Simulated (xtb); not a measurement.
# CH5GeO: polarizability calculation

- system: CH5GeO, multiplicity 2, SMILES [CH3][GeH][OH]
- method: PTB (xtb 6.7.1 later snapshot)

The geometry comes from this level: PBE0-D4/def2-TZVP.

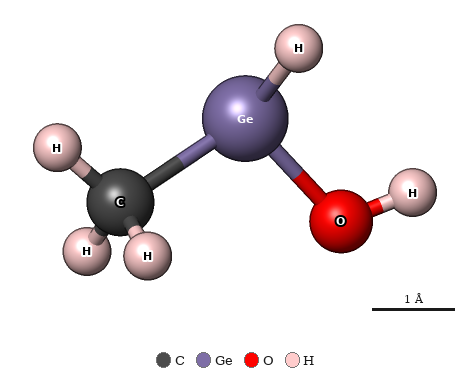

*The input geometry (ball-and-stick view, seen at a tilt). Sticks mark near contacts.*

### Input file (mol.xyz)
```
8

C     -0.669700     0.837400    -0.542800
Ge     0.882200    -0.278900    -0.139000
O      0.160100    -1.768900     0.546400
H     -0.349800     1.807700    -0.923500
H     -1.247600     0.978300     0.373300
H     -1.296000     0.347300    -1.287700
H      1.802100     0.357700     0.954000
H      0.810900    -2.337900     0.963600
```

Command:
```bash
xtb mol.xyz --alpha --uhf 1 --ptb --parallel 1 | tee xtb.out
```

### Log
```
* xtb version 6.7.1
   ID    Z sym.   atoms
    1    6 C      1
    2   32 Ge     2
    3    8 O      3
    4    1 H      4-8

           -------------------------------------------------
          |                Calculation Setup                |
           -------------------------------------------------

          program call               : xtb mol.xyz --alpha --uhf 1 --ptb --parallel 1
          coordinate file            : mol.xyz
          omp threads                :                     1

           -------------------------------------------------
          |                      P T B                      |
           -------------------------------------------------

                              @@@ @

          ...................................................
          :                      SETUP                      :
          :.................................................:
          :  # atomic orbitals                  64          :
          :  # shells                           30          :
          :  # electrons                        19          :
          :  # open shells                       1          :
          :  max. iterations                     2          :
          :  Hamiltonian                       PTB          :
          :  PC potential                    false          :
          :  electronic temp.          300.0000000     K    :
          :  -> integral cutoff          0.2500000E+02      :
          :  verbosity level                     2          :
          ...................................................

          --- Calculation progress: ---
              1st iteration...
              2nd iteration...
          --- Two-step SCF done. ---

           -------------------------------------------------
          |                Property Printout                |
           -------------------------------------------------

    * Orbital Energies and Occupations

         #    Occupation            Energy/Eh            Energy/eV
      -------------------------------------------------------------
         1        2.0000           -1.0749493             -29.2509
         2        2.0000           -0.8421669             -22.9165
         3        2.0000           -0.6859380             -18.6653
         4        2.0000           -0.5487518             -14.9323
         5        2.0000           -0.5126943             -13.9511
         6        2.0000           -0.5079693             -13.8225
         7        2.0000           -0.4740307             -12.8990
         8        2.0000           -0.4480611             -12.1924
         9        2.0000           -0.4148399             -11.2884
        10        1.0000           -0.1401998              -3.8150 (HOMO)
        11                          0.1811975               4.9306 (LUMO)
        12                          0.2067841               5.6269
        13                          0.2780258               7.5655
        14                          0.3153966               8.5824
        15                          0.3220516               8.7635
        16                          0.3307892               9.0012
        17                          0.3489286               9.4948
        18                          0.4730027              12.8711
        19                          0.5097448              13.8709
        20                          0.5198404              14.1456
        21                          0.5312342              14.4556
       ...                                ...                  ...
        64                         85.7194574            2332.5452
      -------------------------------------------------------------
                  HL-Gap            0.3213973 Eh            8.7457 eV
             Fermi-level            0.0000000 Eh            0.0000 eV

    * Atomic partial charges (q)     Shell populations (p)
    ------------------------------------------------------------------------------------
      #  sym   q                     1          2          3          4          5
    ------------------------------------------------------------------------------------
      1  C    -0.28778               0.56574    0.29111    2.20913    1.06207    0.15973
      2  Ge    0.54217               0.81673    0.25890    1.50329    0.50749    0.37142
      3  O    -0.30918               1.08863    0.38907    3.42490    1.36862    0.03796
      4  H     0.02860               0.67051    0.14166    0.15923
      5  H     0.03231               0.66524    0.13836    0.16409
      6  H     0.03255               0.66832    0.14140    0.15773
      7  H    -0.05378               0.71415    0.25861    0.08101
      8  H     0.01509               0.56483    0.09930    0.32077
    ------------------------------------------------------------------------------------
      total:   0.00000

Wiberg/Mayer (AO) data.
largest (>0.10) Wiberg bond orders for each atom

 ---------------------------------------------------------------------------
     #   Z sym  total        # sym  WBO       # sym  WBO       # sym  WBO
 ---------------------------------------------------------------------------
     1   6      3.955 --     4      1.019     6      1.008     5      0.996
                             2      0.902
     2  32      2.747 --     3      0.932     1      0.902     7      0.867
     3   8      2.036 --     8      1.067     2      0.932
     4   1      1.053 --     1      1.019
     5   1      1.034 --     1      0.996
     6   1      1.044 --     1      1.008
     7   1      0.946 --     2      0.867
     8   1      1.099 --     3      1.067
 ---------------------------------------------------------------------------

Topologies differ in total number of bonds
Writing topology from bond orders to xtbtopo.mol

 --------------------------------------
    Molecular dipole moment (a.u.)
    X        Y        Z
 --------------------------------------
    0.5433   0.3268   0.0577
 --------------------------------------
    Total dipole moment (a.u. / Debye):
    0.6366   1.6181

 --------------------------------------
    Molecular quadrupole tensor: (a.u.)
         X         Y         Z
    X    0.4647
    Y   -5.8004   -0.4715
    Z    3.2597   -0.6821    0.0068

 --------------------------------------
    Numerical polarizability tensor: (a.u.)
         X         Y         Z
    X   47.5744   -2.4610    6.8454
    Y   -2.4610   47.3372   -4.4283
    Z    6.8454   -4.4283   36.2953
 --------------------------------------
    Total isotropic dipole polarizability (a.u. / Å³):
   43.7356   6.4810

------------------------------------------------------------------------
------------------------------------------------------------------------
 total:
 *  cpu-time:     0 d,  0 h,  0 min,  0.018 sec
 * ratio c/w:     1.000 speedup
 SCF:
 *  cpu-time:     0 d,  0 h,  0 min,  0.016 sec
 * ratio c/w:     1.001 speedup
```

### Key numbers

| quantity | value |
| --- | --- |
| outcome | converged |
| electrons treated | 19 |
| dipole moment | 1.62 D |
| hardware | 1 thread of Arm Neoverse V2, 24 GiB of memory available, shared host |
| peak memory | 0.073 GiB |

### Remarks

Further notes kept with the run: no spin polarisation: high-spin states lie too high.
